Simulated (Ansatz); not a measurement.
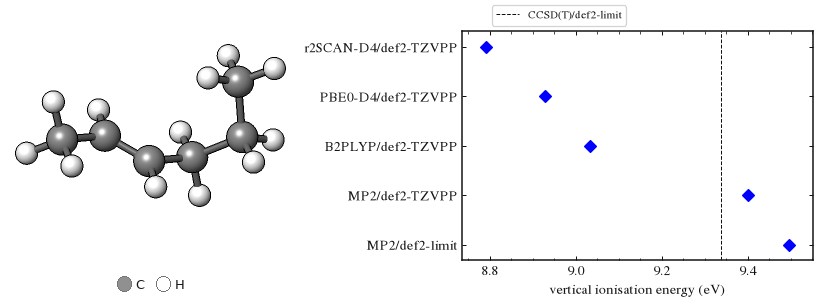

Vertical ionisation energy of C₆H₁₂, SMILES C/C=C/CCC, taken as the energy of the cation less that of the neutral at fixed geometry (unrestricted doublet cation, cores frozen in correlated methods, no spin-orbit coupling), the Ansatz code, at a PBE0-D4/def2-TZVP geometry (no frequency check). Limit means an estimate of the basis limit from triple and quadruple zeta; for coupled cluster it is either extrapolated directly or built as the MP2 limit plus the step from MP2 in triple zeta. B2PLYP/def2-TZVPP holds a correlation term that converges slowly with the basis, so part of the distance to the limit is basis error. The distance of MP2/def2-TZVPP to the limit includes basis error.

Question: What range do the values span, the line included?

Answer: From 8.79 eV (r2SCAN-D4/def2-TZVPP) to 9.50 eV (MP2/def2-limit).

Question: Give the values.

Answer:
```
               level    eV  less CCSD(T)/def2-limit
r2SCAN-D4/def2-TZVPP  8.79                    −0.55
  PBE0-D4/def2-TZVPP  8.93                    −0.41
   B2PLYP/def2-TZVPP  9.03                    −0.31
      MP2/def2-TZVPP  9.40                     0.06
      MP2/def2-limit  9.50                     0.16
  CCSD(T)/def2-limit  9.34                     0.00
```

Limits of at least one run: one conformer of a flexible molecule.
